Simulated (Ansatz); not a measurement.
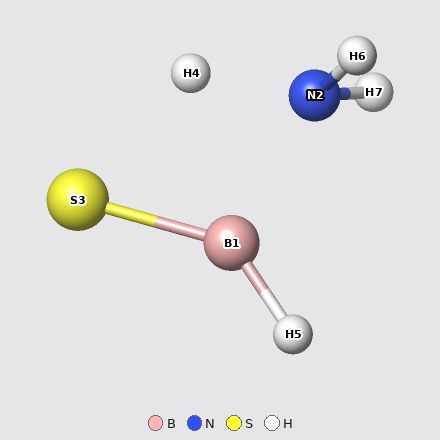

The system is the reacting system BH₄NS; the picture shows the reference structure. The first coordinate is: distance N2–H4 (bond that forms); the second: distance S3–H4 (bond that breaks). Relaxed at each point: all other coordinates. The scan uses a 9 × 9 grid. Points are written as (first, second). Energies are in kcal/mol, from a guessed transition structure relaxed with its forming and breaking bonds held. Energies and slopes of some neighbouring points disagree (a jump in structure or state, or too coarse a mesh). The reference is spin-restricted, so regions where a bond is pulled apart into radicals lie too high. Computed with RKS SPW92 (LDA)/def2-TZVP (Ansatz 0.2.0).

Its coordinates:

```json
{"atom": "B", "x (Å)": "-0.8060", "y (Å)": "0.0094", "z (Å)": "-0.5677"}
{"atom": "N", "x (Å)": "0.6278", "y (Å)": "0.2958", "z (Å)": "0.4863"}
{"atom": "S", "x (Å)": "-0.7568", "y (Å)": "-1.6814", "z (Å)": "-0.7775"}
{"atom": "H", "x (Å)": "0.5594", "y (Å)": "-1.0206", "z (Å)": "0.2492"}
{"atom": "H", "x (Å)": "-1.4595", "y (Å)": "0.9566", "z (Å)": "-0.8944"}
{"atom": "H", "x (Å)": "1.4029", "y (Å)": "0.8184", "z (Å)": "0.0659"}
{"atom": "H", "x (Å)": "0.4322", "y (Å)": "0.6218", "z (Å)": "1.4381"}
```

Range: distance N2–H4 (bond that forms) from 0.918 to 2.718 Å; distance S3–H4 (bond that breaks) from 1.224 to 2.724 Å.

### What landscape does the calculation give?

The lowest grid point is at (2.718 Å, 1.335 Å), −45 kcal/mol from a guessed transition structure relaxed with its forming and breaking bonds held. It lies at the edge of the scanned range, so the true minimum may lie outside. Other grid points that lie below all their neighbours: (1.052 Å, 2.493 Å) (24 kcal/mol higher). The highest grid point, (0.918 Å, 1.224 Å), lies 158 kcal/mol above the lowest.

```tsv
second ↓, first →	0.918	1.052	1.236	1.446	1.675	1.918	2.174	2.441	2.718
2.724	−12	−20	−9	10	28	41	45	43	43
2.493	−12	−20	−10	8	23	35	36	33	32
2.271	−10	−19	−11	4	17	25	24	21	19
2.058	−5	−17	−12	−1	10	13	9	5	4
1.855	3	−12	−12	−5	1	−1	−7	−11	−13
1.664	17	−2	−9	−9	−10	−16	−23	−27	−29
1.489	40	14	−2	−9	−18	−28	−35	−40	−41
1.335	75	39	14	−2	−19	−31	−39	−43	−45
1.224	113	69	35	8	−11	−25	−33	−37	−39
```

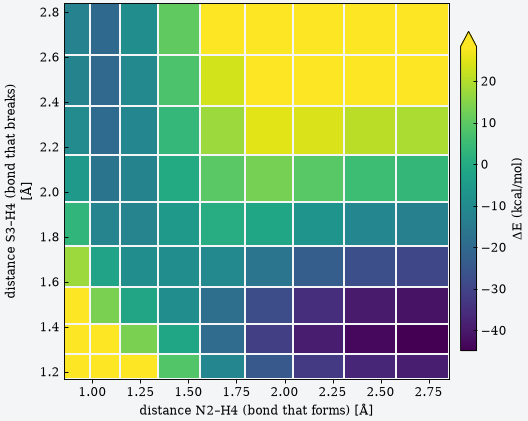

The picture shows one coloured cell a grid point, one colour for all values above the top of the scale.

Time for the 81 points that were run: 17 min on 1 thread of Arm Neoverse V1, on a shared host.
